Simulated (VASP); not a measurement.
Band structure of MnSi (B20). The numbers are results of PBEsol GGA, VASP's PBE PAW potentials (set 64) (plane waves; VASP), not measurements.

The moments were started parallel, and other spin orders were not tried in this run.

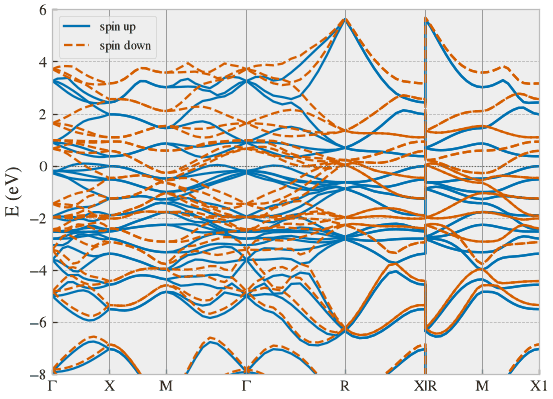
Fig. 1. Bands along high-symmetry lines, zero at the valence-band maximum or, without a gap, the Fermi level

Read the plot: is there a gap, and where are the band edges?

It has no gap at this level: it comes out as a metal or semimetal. (Edges off the drawn lines would not show.)

The compound is MnSi in the B20 structure. It was relaxed first, which changed the volume by -6 %.
